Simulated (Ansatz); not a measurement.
# SnH3Br + HF: a complex and its separated parts

The complex below is one end of an elementary step. How strongly is it bound against its free parts?

Computed with Ansatz 0.2.0, Gaussian basis. Level: PBE0-D4/def2-TZVP structures, single points in def2-TZVPP, no counterpoise correction.

Levels: SPW92, PBE-D4, BLYP-D4, r2SCAN-D4, B97M-V, PBE0-D4, B3LYP-D4, r2SCAN0-D4, BHLYP-D4, CAM-B3LYP-D4, wB97X-V, wB97M-V, B2PLYP, PBE-QIDH, RPA on PBE, Hartree-Fock, MP2, CCSD, CCSD(T).

Cores are frozen in the correlated methods. Filled d shells of the heavier atoms are correlated. Core potentials replace the inner electrons past krypton, and spin-orbit coupling is left out. B3LYP uses VWN-RPA correlation. B2PLYP carries no dispersion term here.

## Step 1: Where the work starts

The complex: 7 atoms, charge 0, spin multiplicity 1.

Atoms are counted from 1 here; the program's logs count them from 0.

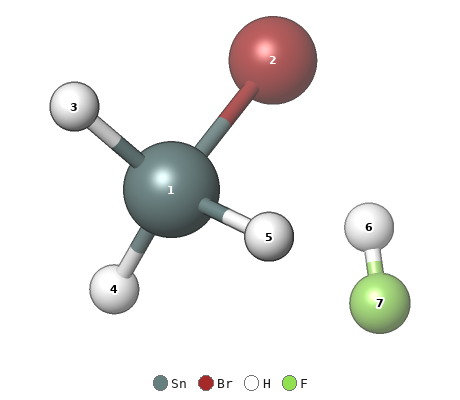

The starting geometry (tin teal, bromine red, hydrogen white, fluorine green); atoms are numbered from 1 in the order of the file.

Geometry (Å):

```xyz
7
BrFH4Sn
Sn   -0.2884   -0.3543   -0.9098
Br    1.3662   -1.1975    0.7854
H    -0.2015   -1.4943   -2.1687
H    -1.7888   -0.3545   -0.1224
H     0.2694    1.1785   -1.3687
H     0.5955    0.7340    1.8812
F     0.0477    1.4883    1.9031
```

Its parts: SnH3Br holds atoms 1, 2, 3, 4, 5; HF holds atoms 6, 7. Each part counts its atoms afresh in its own runs.

## Step 2: Relaxing SnH3Br alone

The input, relax-a/in.yaml:

```yaml
crystal:
  periodic: [false, false, false]
  atoms:
    - {symbol: Sn, position_ang: [-0.288379, -0.354317, -0.909820]}
    - {symbol: Br, position_ang: [1.366206, -1.197504, 0.785407]}
    - {symbol: H, position_ang: [-0.201488, -1.494300, -2.168669]}
    - {symbol: H, position_ang: [-1.788800, -0.354539, -0.122427]}
    - {symbol: H, position_ang: [0.269357, 1.178511, -1.368703]}
basis:
  gaussian: {orbitals: def2-TZVP}
hamiltonian: {xc: pbe0, dispersion: d4}
relax: {f_tol: 0.005, max_steps: 200}
```

No record of the launch command was kept for these runs.

The runs that follow: Relaxing HF alone; wB97M-V/def2-TZVPP; CCSD(T)/def2-TZVPP; Vibrations of SnH3Br; Vibrations of HF.

Q: Predict the outcome of this session. Wanted: complex less parts, CCSD(T)/def2-TZVPP; with zero-point energy; largest T1 diagnostic.

The runs gave:

| quantity | value |
| --- | --- |
| complex less parts, CCSD(T)/def2-TZVPP | -20.0 kJ/mol |
| with zero-point energy | -14.4 kJ/mol |
| largest T1 diagnostic | 0.010 |

What this shows: At CCSD(T) the complex lies 20.0 kJ/mol below its parts. The functionals run from PBE-QIDH, off by -0.2 kJ/mol, to SPW92, off by -18.4 kJ/mol, against CCSD(T). Mean unsigned error by rung: LDA 18.4, GGA 6.8, meta-GGA 4.2, hybrid 3.6, range-separated hybrid 4.2, double hybrid 0.4 kJ/mol. PBE-D4 gives a relative energy 7.8 kJ/mol too low, outside chemical accuracy (1 kcal/mol, 4.2 kJ/mol). No counterpoise was applied, and triple zeta lacks some correlation, so the CCSD(T) reference has a basis error of its own, and close matches with it are partly luck.
